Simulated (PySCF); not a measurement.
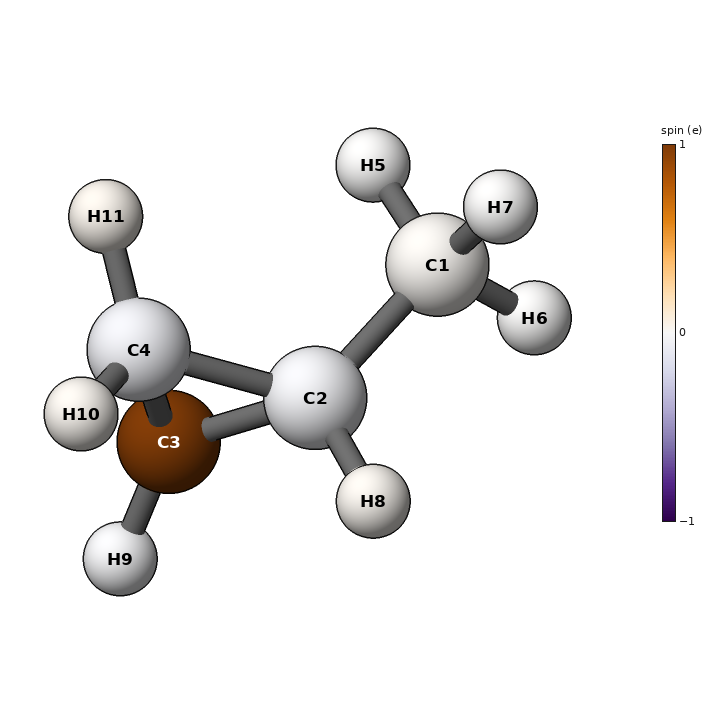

Atoms are coloured by their Mulliken spin populations. State: neutral, doublet. The geometry was computed by an optimisation with PBE0-D3(BJ)/def2-SVP. No frequency run is at hand to confirm it as a minimum. Properties computed with UKS B3LYP, IGLO-III on C, pcH-1 on H, non-relativistic (PySCF 2.14.0).

List the Mulliken spin populations.

```
atom  value (e)
  C1       0.02
  C2      −0.04
  C3       0.98
  C4      −0.05
  H5       0.00
  H6       0.00
  H7       0.00
  H8       0.03
  H9      −0.02
 H10       0.03
 H11       0.04
```

Mulliken values depend strongly on the basis set.
